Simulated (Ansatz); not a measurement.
# Run report: CH6FGe2N, geometry relaxation (part 1 of 2)

The run: geometry relaxation of CH6FGe2N, SMILES N[C]1(F)[GeH2][GeH2]1. Method and program: RKS PBE0/def2-SVP (Ansatz 0.2.0).

It belongs to a series of runs on one base structure; here: end point B relaxed. Figures and captions count atoms from 1; the log counts them from 0 in places.

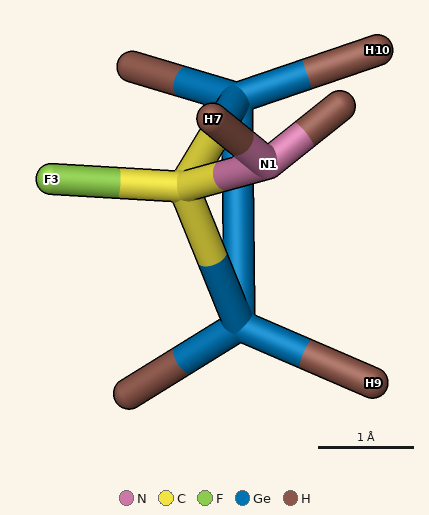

Fig. 1: The starting structure (stick view, seen at an oblique angle; atoms are numbered from 1 in the order of the input). Sticks mark near contacts.

Key numbers:

- outcome: converged
- total energy: −118338.5040 eV
- mean-field energy: −118338.5040 eV
- largest force (length of the vector) at the end: 0.007 eV/Å
- hardware: 2 threads of Intel Xeon (Granite Rapids), 16 GiB of memory available, shared host
- wall time: 50 s (CPU time 96 s)
- peak memory: 0.42 GiB

The input:
```yaml
crystal:
  periodic: [false, false, false]
  atoms:
    - { symbol: "N", position_ang: [0.0945, 1.6578, 0.2857] }
    - { symbol: C, position_ang: [-0.494, 0.4706, -0.3023] }
    - { symbol: F, position_ang: [-1.6991, 0.6457, -1.0212] }
    - { symbol: Ge, position_ang: [-0.4046, -1.0216, 0.8721] }
    - { symbol: Ge, position_ang: [0.8131, -0.6085, -1.2104] }
    - { symbol: H, position_ang: [1.06638, 1.7609, 0.14236] }
    - { symbol: H, position_ang: [-0.37096, 2.50185, -0.18335] }
    - { symbol: H, position_ang: [-1.5348, -2.0841, 0.621] }
    - { symbol: H, position_ang: [0.4357, -0.9017, 2.1672] }
    - { symbol: H, position_ang: [2.2972, -0.3011, -0.8353] }
    - { symbol: H, position_ang: [0.2798, -1.483, -2.3346] }
basis:
  gaussian: { orbitals: def2-SVP }
hamiltonian:
  xc: pbe0
relax:
  f_tol: 0.015
  max_steps: 40
```

Command:
```bash
ansatz run input.yaml --threads 2 --pin off --max-ram 3072MiB --backend cpu --events-out ev --progress --plain --runs-dir out
```

The program's output:
```
The last accepted step is kept in [file] (removed where the run ends without a failure and the disk answers)
Engine: ansatz 0.2.0, x86_64-unknown-linux-gnu
Functional definition: PBE0
  parameter a = 0.25
  parameter kappa = 0.804
  parameter beta = 0.06672455060314922
  exchange = (1 - a)*pbe_x(kappa = kappa, mu = beta*pi^2/3) + a*exact_x
  correlation = pbe_c(beta = beta)
1476 factors; integrals over basis functions are off by at most 4.1e-4 eV
mean field evaluation 1: about -118332.8613 eV, gradient 4.8e1 eV
mean field evaluation 2: about -118328.4060 eV, gradient 6.3e1 eV
mean field evaluation 4: about -118337.2229 eV, gradient 3.7e0 eV
mean field evaluation 8: about -118337.2725 eV, gradient 6.3e-2 eV
mean field evaluation 16: about -118337.2725 eV, gradient 9.8e-6 eV
mean field -118337.27246506 eV, -4348.8145512068 hartree, gradient 1.0e-5 eV, S^2 0.000000; 0 other end points of the search recorded, 0 dependent functions left out
the calculation of the forces begins
reference -118337.27249374 eV, -4348.8145522609 hartree; 46, 46 occupied and 90, 90 virtual orbitals, 1476 factors
relax step   1: F+E_penalty+E_count = -118337.27246506 eV  Δ(F+E_penalty+E_count) = +0.000e0 eV  max|allowed force component| = 3.440e0 eV/Å  Δτ_max = 0.0000 Å  (27 SCF iters, accepted)
these checks for a lower state are left out or cut short: starts, cluster_reference, orbital_swaps, neighbouring_geometries, increment
1476 factors; integrals over basis functions are off by at most 4.7e-4 eV
mean field -118337.87614574 eV, -4348.8367360625 hartree, gradient 2.3e-5 eV, S^2 0.000000; 0 other end points of the search recorded, 0 dependent functions left out
[... from here on the field's lines of each further geometry are left out, up to the last ...]
relax step   2: F+E_penalty+E_count = -118337.87614574 eV  Δ(F+E_penalty+E_count) = -6.037e-1 eV  max|allowed force component| = 1.338e0 eV/Å  Δτ_max = 0.1907 Å  (29 SCF iters, accepted)
relax step   3: F+E_penalty+E_count = -118337.81036658 eV  Δ(F+E_penalty+E_count) = +6.578e-2 eV  max|allowed force component| = 2.414e0 eV/Å  Δτ_max = 0.1702 Å  (34 SCF iters, rejected (line search))
relax step   4: F+E_penalty+E_count = -118338.00693387 eV  Δ(F+E_penalty+E_count) = -1.308e-1 eV  max|allowed force component| = 1.900e-1 eV/Å  Δτ_max = 0.0836 Å  (30 SCF iters, accepted)
relax step   5: F+E_penalty+E_count = -118338.04625136 eV  Δ(F+E_penalty+E_count) = -3.932e-2 eV  max|allowed force component| = 2.092e-1 eV/Å  Δτ_max = 0.1000 Å  (30 SCF iters, accepted)
relax step   6: F+E_penalty+E_count = -118338.11658949 eV  Δ(F+E_penalty+E_count) = -7.034e-2 eV  max|allowed force component| = 5.274e-1 eV/Å  Δτ_max = 0.1463 Å  (29 SCF iters, accepted)
relax step   7: F+E_penalty+E_count = -118338.21458613 eV  Δ(F+E_penalty+E_count) = -9.800e-2 eV  max|allowed force component| = 1.161e0 eV/Å  Δτ_max = 0.1956 Å  (29 SCF iters, accepted)
relax step   8: F+E_penalty+E_count = -118338.33413845 eV  Δ(F+E_penalty+E_count) = -1.196e-1 eV  max|allowed force component| = 7.013e-1 eV/Å  Δτ_max = 0.2000 Å  (30 SCF iters, accepted)
relax step   9: F+E_penalty+E_count = -118338.42558052 eV  Δ(F+E_penalty+E_count) = -9.144e-2 eV  max|allowed force component| = 5.654e-1 eV/Å  Δτ_max = 0.2000 Å  (29 SCF iters, accepted)
relax step  10: F+E_penalty+E_count = -118338.46114697 eV  Δ(F+E_penalty+E_count) = -3.557e-2 eV  max|allowed force component| = 9.157e-1 eV/Å  Δτ_max = 0.2000 Å  (29 SCF iters, accepted)
relax step  11: F+E_penalty+E_count = -118338.49927291 eV  Δ(F+E_penalty+E_count) = -3.813e-2 eV  max|allowed force component| = 1.064e-1 eV/Å  Δτ_max = 0.0740 Å  (29 SCF iters, accepted)
relax step  12: F+E_penalty+E_count = -118338.49559651 eV  Δ(F+E_penalty+E_count) = +3.676e-3 eV  max|allowed force component| = 1.563e-1 eV/Å  Δτ_max = 0.0953 Å  (29 SCF iters, rejected (line search))
relax step  13: F+E_penalty+E_count = -118338.50356304 eV  Δ(F+E_penalty+E_count) = -4.290e-3 eV  max|allowed force component| = 4.793e-2 eV/Å  Δτ_max = 0.0380 Å  (29 SCF iters, accepted)
relax step  14: F+E_penalty+E_count = -118338.50385228 eV  Δ(F+E_penalty+E_count) = -2.892e-4 eV  max|allowed force component| = 2.465e-2 eV/Å  Δτ_max = 0.0088 Å  (24 SCF iters, accepted)
the calculation of the forces begins
reference -118338.50399352 eV, -4348.8598090427 hartree; 46, 46 occupied and 90, 90 virtual orbitals, 1476 factors
relax step  15: F+E_penalty+E_count = -118338.50396368 eV  Δ(F+E_penalty+E_count) = -1.114e-4 eV  max|allowed force component| = 5.898e-3 eV/Å  Δτ_max = 0.0066 Å  (24 SCF iters, accepted)
1476 factors; integrals over basis functions are off by at most 4.5e-4 eV
mean field evaluation 128: about -118338.5040 eV, gradient 1.2e-3 eV
```

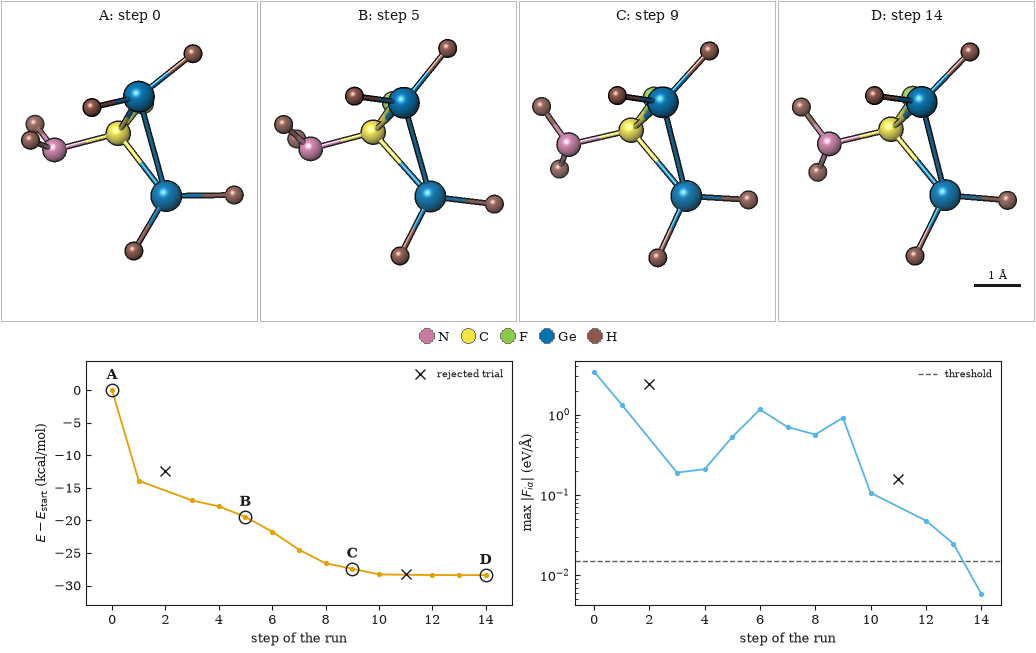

Fig. 2: Frames of the relaxation (ball-and-stick view, seen at a tilt) above the curves, on which the letters mark them (the first geometry is step 0 here and step 1 in the log).

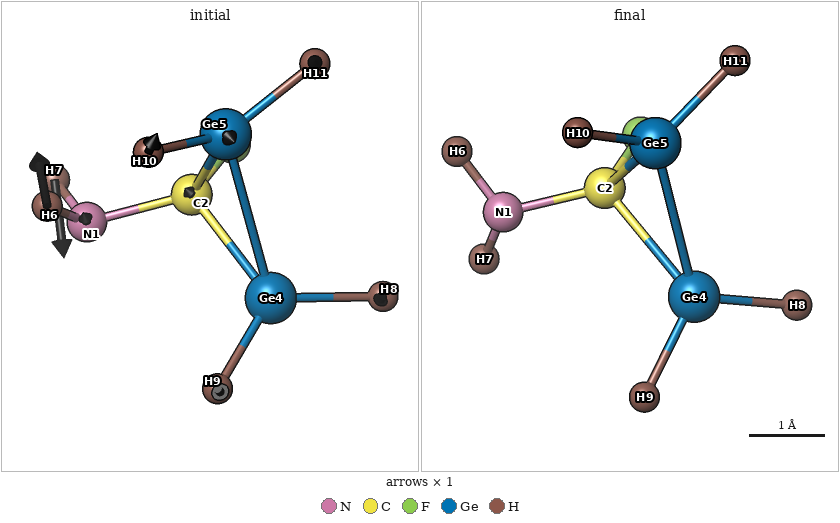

Fig. 3: Before (left) and after (right) the relaxation, at one scale (ball-and-stick view, seen at a tilt). The black arrows give the displacements, at true length. H7 moves most after the best rigid fit: 1.08 Å. By element the largest moves are H 1.08 Å, Ge 0.27 Å, F 0.24 Å, N 0.19 Å, C 0.16 Å. Among the contacts that change: C2–Ge4 1.901 → 2.005 Å, C2–Ge5 1.923 → 2.005 Å, Ge4–Ge5 2.447 → 2.382 Å, N1–C2 1.450 → 1.396 Å. Among the angles that change: Ge4–Ge5–H10 107.6° → 124.2°, H10–Ge5–H11 128.6° → 114.6°, H8–Ge4–H9 125.2° → 114.6°. Over 14 geometry steps the energy falls by 28.4 kcal/mol. The largest force component goes from 3.4 to 0.0059 eV/Å. The line search rejected the trial steps at points 2, 11 (counted from 0) and went back. (Atoms are counted from 1 in the order of the input.)

```
mean field -118338.50396368 eV, -4348.8598079463 hartree, gradient 1.5e-5 eV, S^2 0.000000; 1 other end points of the search recorded, 0 dependent functions left out
the calculation of the forces begins
reference -118338.50399352 eV, -4348.8598090427 hartree; 46, 46 occupied and 90, 90 virtual orbitals, 1476 factors
Total energy: -118338.50399352 eV, -4348.8598090427 hartree
Atom 0 at     0.241348     1.657350     0.163171 Å, force     0.001222     0.005898     0.004194 eV/Å
Atom 1 at    -0.352377     0.518650    -0.383884 Å, force     0.004244     0.001950    -0.003797 eV/Å
Atom 2 at    -1.492434     0.742586    -1.149857 Å, force    -0.000292    -0.003123    -0.000439 eV/Å
Atom 3 at    -0.418255    -1.068913     0.838933 Å, force    -0.000777     0.002069     0.001670 eV/Å
Atom 4 at     0.935439    -0.837817    -1.107253 Å, force    -0.004152     0.002657    -0.001718 eV/Å
Atom 5 at     0.597419     2.310758    -0.532031 Å, force    -0.000520    -0.002592     0.000308 eV/Å
Atom 6 at    -0.349603     2.150004     0.830347 Å, force     0.000708    -0.002355    -0.000577 eV/Å
Atom 7 at    -1.672820    -1.942215     0.727545 Å, force     0.000501    -0.002602    -0.001664 eV/Å
Atom 8 at     0.089243    -0.858907     2.270412 Å, force    -0.000296     0.000154     0.001059 eV/Å
Atom 9 at     2.421176    -0.459823    -1.083107 Å, force     0.000026    -0.000367     0.000272 eV/Å
Atom 10 at     0.484084    -1.574822    -2.373065 Å, force    -0.000664    -0.001690     0.000691 eV/Å
Dipole moment:     0.146567     0.174409     0.122491 e Å
```

Trajectory as extended XYZ (Å, eV, eV/Å), 15 frames, from step=1 to step=15:
```
11
Properties=species:S:1:pos:R:3:forces:R:3 step=1 energy=-118337.27247
N     0.0945    1.6578    0.2857   -3.4397   2.1703  -0.5504
C    -0.4940    0.4706   -0.3023   -0.5592   1.7005  -0.6331
F    -1.6991    0.6457   -1.0212    1.2742   0.4453   0.9428
Ge   -0.4046   -1.0216    0.8721   -0.1788  -1.9116   0.2280
Ge    0.8131   -0.6085   -1.2104    0.8090  -1.3127   0.1619
H     1.0664    1.7609    0.1424    1.3956  -0.0652  -0.5472
H    -0.3710    2.5019   -0.1834    0.8571  -1.4306   0.9286
H    -1.5348   -2.0841    0.6210    0.4648   0.3824   0.4490
H     0.4357   -0.9017    2.1672   -0.4941   0.0186  -0.1939
H     2.2972   -0.3011   -0.8353   -0.4451   0.0464  -0.5621
H     0.2798   -1.4830   -2.3346    0.3163  -0.0434  -0.2237
11
Properties=species:S:1:pos:R:3:forces:R:3 step=2 energy=-118337.87615
N     0.0721    1.7197    0.3112   -0.7572   0.2413  -0.3755
C    -0.4361    0.4986   -0.2848   -0.7728   1.3377  -0.4235
F    -1.6247    0.7363   -0.9713    0.5161   0.0904   0.3413
Ge   -0.4149   -1.0964    0.8432    0.2853  -0.7518   0.2854
Ge    0.8283   -0.7191   -1.1910    0.5863  -0.5973   0.3620
H     1.0562    1.8535    0.1128    0.2363  -0.0097  -0.1188
H    -0.4173    2.5167   -0.1307    0.1943  -0.5119   0.2756
H    -1.5582   -2.1184    0.7345   -0.0054   0.1435   0.1024
H     0.2824   -0.9223    2.2016   -0.1535  -0.0449  -0.0428
H     2.3081   -0.2865   -1.0251   -0.2048  -0.0684  -0.2611
H     0.3874   -1.5454   -2.3992    0.0755   0.1710  -0.1450
```
